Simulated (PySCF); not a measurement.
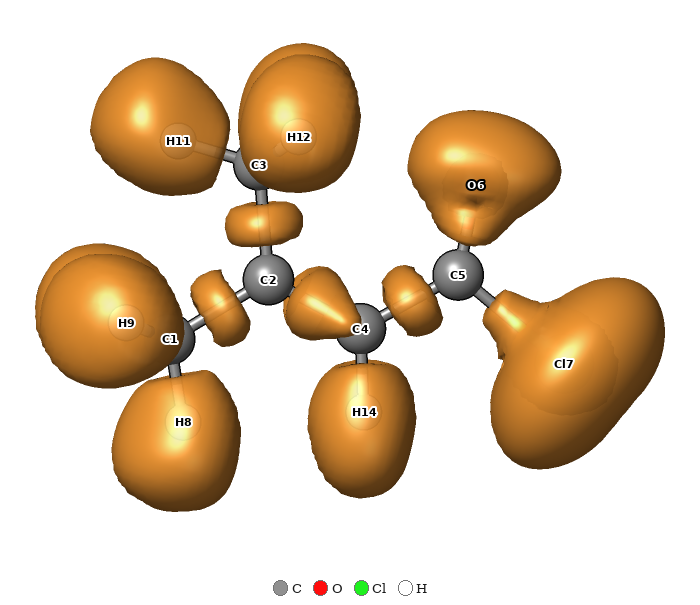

Figure 1: C₅H₇ClO. Isosurface of the ELF at 0.75 (orange), seen across its widest extent. Only the valence region is drawn (cores and ρ < 0.01 e/Å³ removed).

Geometry: GFN2-xTB.

All numbers below come from wB97X-D/def2-SVPD, SCF density, gas phase in PySCF 2.14.0.

```yaml
atoms:
  - { symbol: C, position_ang: [-1.3681, -1.1986, 0.0551] }
  - { symbol: C, position_ang: [-0.3070, -0.1659, -0.1088] }
  - { symbol: C, position_ang: [-0.7674, 1.2475, -0.1917] }
  - { symbol: C, position_ang: [0.9920, -0.5188, -0.1747] }
  - { symbol: C, position_ang: [2.0572, 0.4371, -0.3325] }
  - { symbol: O, position_ang: [2.0163, 1.6246, -0.4247] }
  - { symbol: Cl, position_ang: [3.6507, -0.3748, -0.3896] }
  - { symbol: H, position_ang: [-0.9529, -2.2009, 0.1110] }
  - { symbol: H, position_ang: [-1.9390, -0.9990, 0.9617] }
  - { symbol: H, position_ang: [-2.0629, -1.1477, -0.7828] }
  - { symbol: H, position_ang: [-1.8508, 1.3133, -0.1405] }
  - { symbol: H, position_ang: [-0.3311, 1.8330, 0.6167] }
  - { symbol: H, position_ang: [-0.4188, 1.7055, -1.1163] }
  - { symbol: H, position_ang: [1.2814, -1.5558, -0.1100] }
```

Where are the electrons localised?

At this value the surface marks out four regions between bonded C–C atoms (shared pairs), seven regions around hydrogen nuclei, one region on Cl in which the atom's valence shell and bonds are merged and one region on O in which the atom's valence shell and bonds are merged.

Values along the shortest contacts:
C–O (1.19 Å): the ELF peaks at about 0.85 between the atoms; a short, multiple covalent bond. C–C (1.35 Å): the ELF peaks at about 0.95 between the atoms: a covalent bond.
